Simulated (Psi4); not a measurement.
# GaF (SMILES [F][Ga]) at B3LYP/cc-pVTZ (sweep point 6)

Aim: the vertical ionisation energy of GaF at B3LYP/cc-pVTZ (sweep point 6), from 2 runs. Input form: a Python script.

Program for the calculation: Psi4 1.11.

4 further runs of the same task are left out: 4 set aside as unsound or not needed.

### 1 The structure to begin with

GaF: 2 atoms, total charge 0, spin state singlet. As SMILES, `[F][Ga]`. Geometry: a GFN2-xTB relaxation, a rough one for these elements and not checked as a minimum.

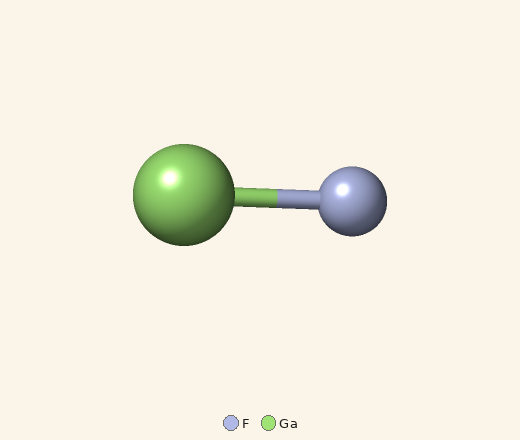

Viewed from a chosen angle; fluorine light blue, gallium green.

### 2 A single-point energy at B3LYP/cc-pVTZ (sweep point 6)

run.py reads:

```python
import psi4

psi4.set_memory(1600000000)
psi4.set_num_threads(1)
psi4.core.set_output_file('psi4.out', False)

molecule = psi4.geometry("""
0 1
F      0.00000000     0.00000000     0.00000000
Ga     0.00000000     0.00000000     3.39990076
units au
symmetry c1
""")

options = {'basis': 'cc-pVTZ', 'puream': True, 'scf_type': 'pk', 'dft_radial_points': 99, 'dft_spherical_points': 590, 'd_convergence': 1e-08, 'e_convergence': 1e-08}
psi4.set_options(options)

result, w = psi4.energy('b3lyp', return_wfn=True)
print(f'total energy {result:.8f} hartree = {result * 27.211386:.5f} eV')
```

Launch:

```console
$ python run.py
```

psi4.out:

```text
[...]
  Running in c1 symmetry.
[...]
  Nuclear repulsion =   82.061218751573207
[...]
  Multiplicity = 1
[...]
  Nalpha       = 20
  Nbeta        = 20
[...]
    Number of basis functions: 73
[...]
   @RKS iter   1: -2023.88457156632876   -2.84796e+00   2.46988e-02 DIIS/ADIIS
[...]
   @RKS iter  11: -2024.88168691000192    2.50111e-12   1.91794e-09 DIIS
[...]
    Orbital Energies [Eh]
    ---------------------
    Doubly Occupied:
       1A   -372.578843     2A    -45.939777     3A    -40.692038
       4A    -40.692038     5A    -40.689420     6A    -24.614907
       7A     -5.510082     8A     -3.793556     9A     -3.793556
      10A     -3.786097    11A     -1.107388    12A     -0.847588
      13A     -0.847588    14A     -0.842161    15A     -0.842161
      16A     -0.837278    17A     -0.438432    18A     -0.368739
      19A     -0.368739    20A     -0.283273
[...]
  @RKS Final Energy: -2024.88168691000192
   => Energetics <=
    Nuclear Repulsion Energy =             82.0612187515732074
    One-Electron Energy =               -2987.6002686978390557
    Two-Electron Energy =                 949.5361510877064575
    DFT Exchange-Correlation Energy =     -68.8787880514424842
    Empirical Dispersion Energy =           0.0000000000000000
    VV10 Nonlocal Energy =                  0.0000000000000000
    Total Energy =                      -2024.8816869100019176
[...]
 Multipole Moments:
 ------------------------------------------------------------------------------------
     Multipole            Electronic (a.u.)      Nuclear  (a.u.)        Total (a.u.)
 ------------------------------------------------------------------------------------
 L = 1.  Multiply by 2.5417464519 to convert [e a0] to [Debye]
 Dipole X            :         -0.0000000            0.0000000           -0.0000000
 Dipole Y            :         -0.0000000            0.0000000           -0.0000000
 Dipole Z            :          2.1040291           -1.2134090            0.8906201
 Magnitude           :                                                    0.8906201
[...]
```

Standard output:

```text
total energy -2024.88168691 hartree = -55099.83719 eV
```

Run time: 11 s. Hardware: 1 thread of Intel Xeon Gold 6455B (Sapphire Rapids), shared host; peak memory 1.3 GiB.

### 3 The doublet cation

calc.py reads:

```python
import psi4

psi4.set_memory(1600000000)
psi4.set_num_threads(1)
psi4.core.set_output_file('output.dat', False)

mol = psi4.geometry("""
1 2
F      0.00000000     0.00000000     0.00000000
Ga     0.00000000     0.00000000     3.39990076
units au
symmetry c1
""")

psi4.set_options({
    'basis': 'cc-pVTZ',
    'reference': 'uks',
    'puream': True,
    'scf_type': 'pk',
    'dft_radial_points': 99,
    'dft_spherical_points': 590,
    'd_convergence': 1e-08,
    'e_convergence': 1e-08,
    'maxiter': 150,
})

E = psi4.energy("b3lyp")
print('E =', round(E, 9))
```

Launch:

```console
$ python calc.py
```

output.dat:

```text
[...]
  Running in c1 symmetry.
[...]
  Nuclear repulsion =   82.061218751573207
[...]
  Multiplicity = 2
[...]
  Nalpha       = 20
  Nbeta        = 19
[...]
    Number of basis functions: 73
[...]
   @UKS iter   1: -2023.59788021535132   -2.56127e+00   2.41310e-02 DIIS/ADIIS
[...]
   @UKS iter  12: -2024.49075644249024   -2.50111e-12   2.49239e-09 DIIS
[...]
   @S^2 Observed:                7.548941930E-01
[...]
    Orbital Energies [Eh]
    ---------------------
    Alpha Occupied:
       1A   -372.934417     2A    -46.291258     3A    -41.043649
       4A    -41.043649     5A    -41.041564     6A    -24.942685
       7A     -5.865277     8A     -4.148385     9A     -4.148385
      10A     -4.141649    11A     -1.422562    12A     -1.201125
      13A     -1.201125    14A     -1.196340    15A     -1.196340
      16A     -1.190858    17A     -0.758705    18A     -0.665516
      19A     -0.665516    20A     -0.610086
    Alpha Virtual:
      21A     -0.332968    22A     -0.332968    23A     -0.236628
      24A     -0.117775    25A     -0.040417    26A     -0.040417
[...]
  @UKS Final Energy: -2024.49075644249024
   => Energetics <=
    Nuclear Repulsion Energy =             82.0612187515732074
    One-Electron Energy =               -2974.0761342351515850
    Two-Electron Energy =                 936.1575799611881621
    DFT Exchange-Correlation Energy =     -68.6334209200998799
    Empirical Dispersion Energy =           0.0000000000000000
    VV10 Nonlocal Energy =                  0.0000000000000000
    Total Energy =                      -2024.4907564424902375
[...]
 Multipole Moments:
 ------------------------------------------------------------------------------------
     Multipole            Electronic (a.u.)      Nuclear  (a.u.)        Total (a.u.)
 ------------------------------------------------------------------------------------
 L = 1.  Multiply by 2.5417464519 to convert [e a0] to [Debye]
 Dipole X            :          0.0000000            0.0000000            0.0000000
 Dipole Y            :          0.0000000            0.0000000            0.0000000
 Dipole Z            :          2.6824648           -1.2134090            1.4690559
 Magnitude           :                                                    1.4690559
[...]
```

Standard output:

```text
E = -2024.490756442
```

Wall time 12 s (1 thread of Intel Xeon Gold 6455B (Sapphire Rapids), shared host); peak memory 1.3 GiB.

### 4 Summary of results

Level: B3LYP/cc-pVTZ (sweep point 6).

```
                                          quantity           value
                         singlet GaF: total energy  -2024.88169 Eh
                        singlet GaF: dipole moment          2.26 D
                          singlet GaF: HOMO energy        -7.71 eV
                          singlet GaF: LUMO energy        -1.66 eV
                        singlet GaF: HOMO–LUMO gap         6.05 eV
                      doublet cation: total energy  -2024.49076 Eh
doublet cation: HOMO energy (highest over α and β)       -16.60 eV
 doublet cation: LUMO energy (lowest over α and β)       -13.63 eV
                              doublet cation: ⟨S²⟩           0.755
vertical ionisation energy (to the doublet cation)       10.638 eV
```

**Reading.** Removing an electron at fixed nuclei costs 10.64 eV (1026 kJ/mol). The negative HOMO energy of the first species, 7.71 eV, lies 2.93 eV below that difference.
